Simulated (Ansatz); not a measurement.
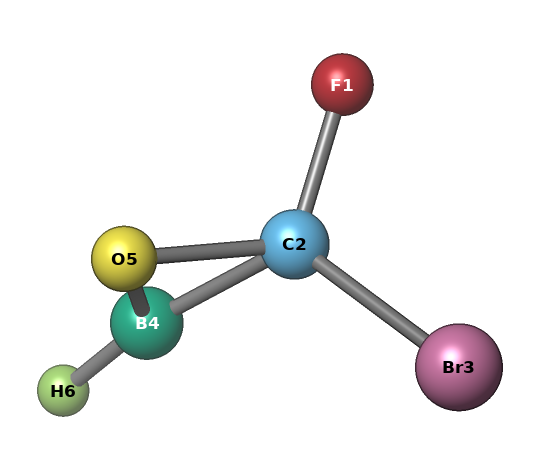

Distant atoms are faded towards the background colour. Computed geometry: PBE-D4/def2-SVP optimisation. No frequency run is at hand to confirm it as a minimum.

### Find the stereocentres and stereogenic double bonds.

Centres: C2.

### What are the Cahn–Ingold–Prelog descriptors?

C2: S (priorities Br3 > F1 > O5 > B4).

### Write the isomeric SMILES.

F[C@]1(Br)BO1
